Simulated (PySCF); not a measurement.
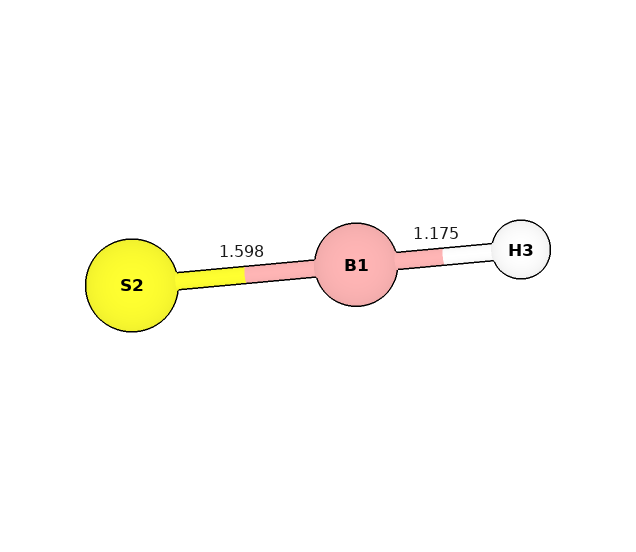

The numbers beside the sticks are distances in Å. Sticks don't show bond order. The geometry was computed by an optimisation with PBE0-D3(BJ)/def2-TZVP. No frequency run is at hand to confirm it as a minimum.

Assign a bond order to each marked bond.

Answer. B1–S2 double; B1–H3 single.

Give the structure as SMILES.

Answer. B=S
